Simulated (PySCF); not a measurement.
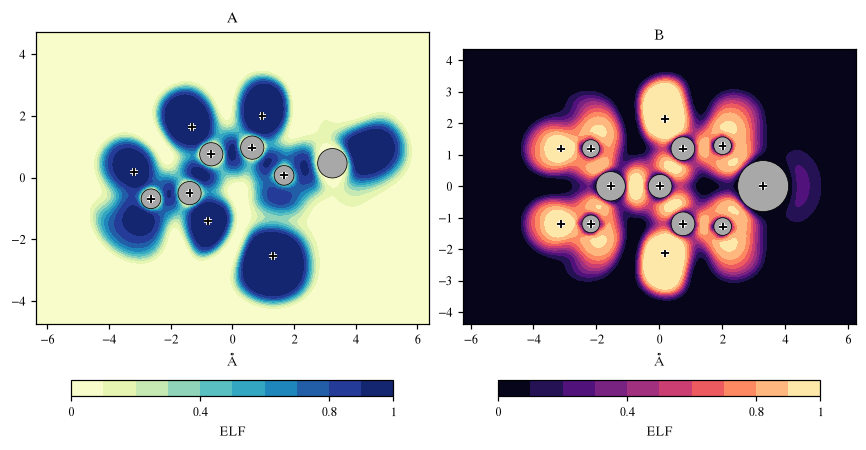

The ELF of 2 systems, each on a plane through atoms (crosses mark nuclei in the plane; grey discs cover the cores).

Computed with CAM-B3LYP/def2-SVPD, SCF density, gas phase in PySCF 2.14.0.

System 1: C3H9FN2Si2 (SMILES [H]/N=C\C=C/N([SiH3])[SiH2]F), the plane of atoms C2, C3 and C4. Geometry: GFN2-xTB.

```yaml
atoms:
  - { symbol: N, position_ang: [3.2663, 1.0396, 0.6644] }
  - { symbol: C, position_ang: [2.0647, 0.6684, 0.5151] }
  - { symbol: C, position_ang: [1.5923, -0.5992, 0.0214] }
  - { symbol: C, position_ang: [0.3252, -0.9901, -0.1992] }
  - { symbol: N, position_ang: [-0.8361, -0.2488, -0.1703] }
  - { symbol: Si, position_ang: [-0.8962, 1.4707, -0.5406] }
  - { symbol: Si, position_ang: [-2.3437, -1.0660, 0.1413] }
  - { symbol: F, position_ang: [-1.9859, -2.5819, 0.5261] }
  - { symbol: H, position_ang: [3.9543, 0.3540, 0.3492] }
  - { symbol: H, position_ang: [1.3137, 1.3802, 0.8498] }
  - { symbol: H, position_ang: [2.3593, -1.3513, -0.1262] }
  - { symbol: H, position_ang: [0.1671, -2.0359, -0.4363] }
  - { symbol: H, position_ang: [0.2330, 1.7528, -1.4152] }
  - { symbol: H, position_ang: [-2.1699, 1.6454, -1.2438] }
  - { symbol: H, position_ang: [-0.9315, 2.2399, 0.7035] }
  - { symbol: H, position_ang: [-3.1437, -1.1676, -1.0665] }
  - { symbol: H, position_ang: [-2.9757, -0.4982, 1.3167] }
```

System 2: C3H6AlBO4 (SMILES OB(O)C1=C[O][AlH2-][O+]=C1), the plane of atoms O6, C5 and H12. Geometry: GFN2-xTB.

```csv
atom,x (Å),y (Å),z (Å)
O,2.3884,1.3608,0.4523
B,1.8737,0.1542,0.1214
O,2.6116,-0.9532,-0.1242
C,0.3108,0.0293,0.0169
C,-0.2965,-1.1834,-0.3195
O,-1.5419,-1.3755,-0.4234
Al,-2.9451,-0.2416,-0.1945
O,-1.7872,1.1056,0.1960
C,-0.5242,1.1231,0.2581
H,3.3415,1.4351,0.5211
H,3.5649,-0.8769,-0.0605
H,0.3595,-2.0415,-0.5098
H,-3.5976,0.0322,-1.5639
H,-3.7130,-0.6356,1.0835
H,-0.0495,2.0755,0.5247
```

Match each panel to its system.

Answer. Panel A is system 1, C3H9FN2Si2: the plane holds N, C and H. C–N (1.27 Å): the ELF peaks at about 0.90 between the atoms: a multiple bond. Panel B is system 2, C3H6AlBO4: the plane holds O, B, C, Al and H. C–O (1.26 Å): the ELF peaks at about 0.90 between the atoms, as expected for a polar covalent bond.
